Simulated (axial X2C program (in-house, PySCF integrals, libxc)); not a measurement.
## Relativistic diatomic calculation for AlNa⁻

System: AlNa⁻, single determinant with M_S = 1/2 and |Λ| = 1.
Method: TPSSh, spin-free X2C-1e, Al dyall-av3z, Na dyall-av3z (cores contracted) (axial X2C program (in-house, PySCF integrals, libxc)).

Input file:
```
{"zs": [13, 11], "q": -1, "bas": ["dyall-av3z", "dyall-av3z"], "levels": ["PBE0", "HF", "TPSSh"], "cc": true, "r0": 2.81, "thr": -2.0, "nmax": 90, "npts": 10, "nst": 2, "ntry": 6}
```

The line is the task of a batch: nuclear charges, charge, bases, the levels to run, a first guess of the distance and further settings. This report covers TPSSh without spin-orbit coupling. The log is that of the reference distance 3.169 Å.

Hardware: 1 thread of Arm Neoverse V1, 24 GiB of memory available, shared host.

The run was one of a batch that the task file lists, launched with:
```bash
python <driver script> task.json out
```

Output:
```
spin-free X2C-1e  TPSSh
basis functions 141  fitting functions 723  grid points 4368
iter        total energy     max residual
   1       -405.372887071     1.32e-02
   2       -405.373636353     1.16e-03
   3       -405.373469899     2.78e-03
   4       -405.373587541     1.72e-03
   5       -405.373721329     3.35e-04
   6       -405.373738889     2.83e-04
   7       -405.373736164     2.85e-04
   8       -405.373656154     9.10e-05
   9       -405.373650593     5.28e-05
  10       -405.373650178     1.06e-05
  11       -405.373650167     6.41e-06
  12       -405.373650161     2.02e-06
  13       -405.373650161     4.98e-07
converged
one-electron -617.21639855  Coulomb 221.17585131  exact exchange -3.22132074  xc functional -29.99071597  nuclear repulsion 23.87893378
```

The points of the curve:

```tsv
R (Å)	E (hartree)	dipole (D; origin at the first atom, positive when the second is positive)	highest filled (eV)	lowest empty (eV)
2.757	−405.368353	−6.55	0.67	1.19
2.884	−405.371371	−6.80	0.69	1.20
2.979	−405.372703	−7.03	0.69	1.21
3.074	−405.373416	−7.28	0.69	1.21
3.169	−405.373650	−7.56	0.69	1.20
3.280	−405.373476	−7.90	0.67	1.20
3.391	−405.372930	−8.27	0.66	1.19
3.533	−405.371879	−8.77	0.63	1.17
3.708	−405.370254	−9.42	0.59	1.14
3.961	−405.367626	−10.43	0.52	1.08
```

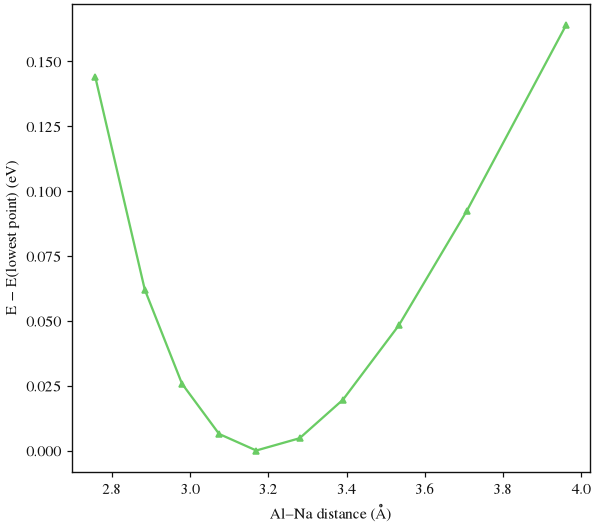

**Figure 1.** Energy at 10 bond lengths, for one set of occupations held fixed; the line joins the points. A polynomial of degree 6 through 9 points gives rₑ = 3.179 Å, ωₑ = 152.8 cm⁻¹, ωₑxₑ = 1.2 cm⁻¹ and Bₑ = 0.1344 cm⁻¹. The minimum lies 0.82 eV below Al + Na⁻, each computed as one determinant at the same level.

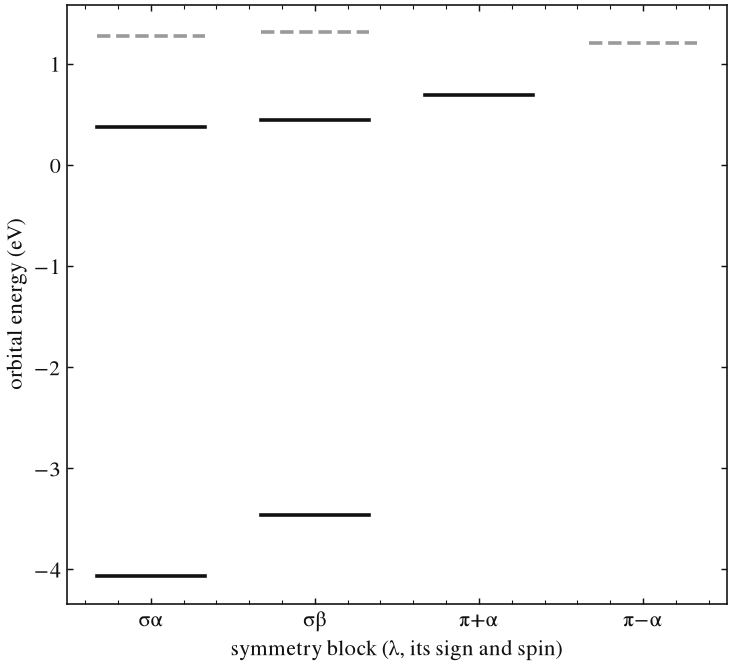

**Figure 2.** Orbital energies near the frontier at 3.17 Å, filled (solid) and empty (dashed); a label such as π−α means λ = −1 and α spin. The highest filled orbital (π+α; 80 % Al p, 14 % Na p) lies at 0.69 eV, the lowest empty one (π−α; 68 % Al p, 28 % Na p) at 1.20 eV. A filled level above zero is held only by the finite basis .

Key numbers:

| quantity | value |
| --- | --- |
| outcome | converged; a filled level lies above zero |
| bond length rₑ | 3.179 Å |
| ωₑ | 152.8 cm⁻¹ |
| energy at the minimum | −405.37365 hartree |
| depth below the fragments | 0.82 eV |
| largest ⟨S²⟩ along the curve | 0.78 |
| wall time | 6.3 s |

Notes:

The highest filled level (TPSSh, up to 0.69 eV) lies above zero. That is common for anions, where the functional's self-interaction leaves the outer electrons unbound; only the finite basis holds them, so such levels depend on it.
